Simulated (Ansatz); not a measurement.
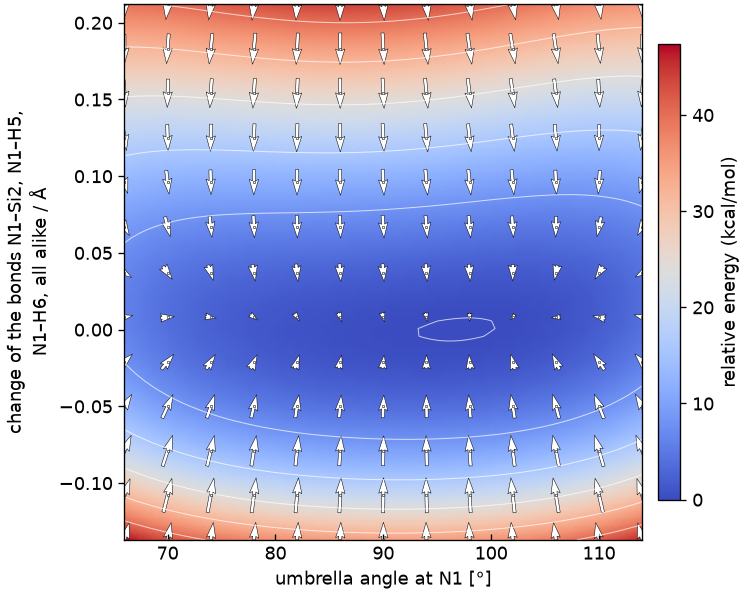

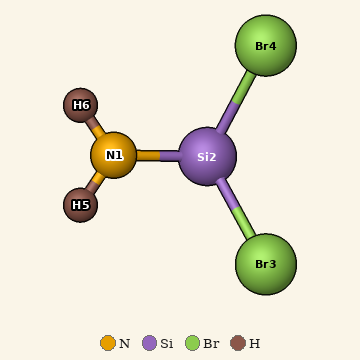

Energy landscape of Br2H2NSi, SMILES N[Si](Br)Br, spin multiplicity 2. The first coordinate is: umbrella angle at N1 (between each of its bonds and their common axis; 90 is planar); the second: change of the bonds N1–Si2, N1–H5, N1–H6, all alike. Nothing is relaxed (all other coordinates rigid). The scan uses a 13 × 13 grid. Points are written as (first, second). Energies are in kcal/mol, from the lowest grid point. Theory: Ansatz 0.2.0, UKS PBE0-D4/def2-SVP.

The picture shows a smooth colour map with a few white contour lines, dots at the grid points, arrows along the force (downhill), their lengths compressed. Between grid points the surface is interpolated. The second picture is the structure at the lowest point.

### Describe this landscape.

The lowest grid point is at (98°, 0.008 Å). No other kind of well shows on this grid. The highest grid point, (66°, −0.137 Å), lies 47.3 kcal/mol above the lowest.

Each point was launched as `ansatz run input.yaml --threads 1 --pin off --max-ram 2560MiB --backend cpu --events-out ev --progress --plain --runs-dir out`. The whole map (169 points run) took 31 min on 1 thread of Arm Neoverse V2 (shared host).
